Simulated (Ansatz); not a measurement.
LiTaO3 (LiNbO3 type, space group R3c)

Space group R3c, hexagonal axes (No. 161); a = b = 5.191 Å, c = 13.914 Å, α = β = 90.00°, γ = 120.00°

```json
[
 {"atom": "Li", "site": "6a", "symmetry": "3.", "x": "0.0000", "y": "0.0000", "z": "0.2941"},
 {"atom": "Ta", "site": "6a", "symmetry": "3.", "x": "0.0000", "y": "0.0000", "z": "0.0121"},
 {"atom": "O", "site": "18b", "symmetry": "1", "x": "0.0496", "y": "0.3426", "z": "0.0814"}
]
```
(The calculation used a cell of 10 atoms; values per cell refer to that cell.)

This relaxed cell (volume V₀) is scaled evenly in all directions, its shape held. The atoms relax within the cell's symmetry.

All values below come from PBE (plane waves to 420 eV, PAW, scalar-relativistic; Ansatz, a first-principles code). k mesh 8×8×8 (Γ-centred), Fermi-Dirac smearing 0.05 eV. The energy includes the smearing's −TS. With the shape held, the modulus is that of even scaling; a crystal free to change shape is softer. LiTaO3 is run without spin polarisation. LiTaO3 was relaxed with its symmetry unable to fall. Spin-orbit coupling is left out, though Ta is heavy. The PAW data are Ansatz's earlier set. ΔE is measured from the relaxed starting cell.

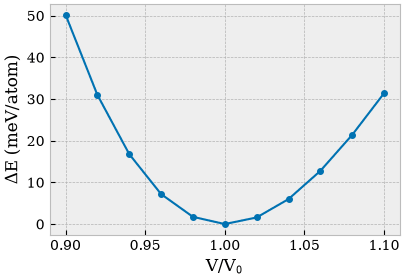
*ΔE (meV/atom) against V/V₀; computed points joined by lines.*

### Question
What is ΔE at V/V₀ = 0.900?

### Answer
About 50 meV/atom.

### Question
What is ΔE at V/V₀ = 1.100?

### Answer
About 31 meV/atom.

### Question
What bulk modulus at fixed cell shape B₀ follows from a third-order Birch-Murnaghan fit?

### Answer
About 120 GPa.

(A scan under strain: stresses follow from slopes of the energy per volume, elastic moduli from its curvatures.)
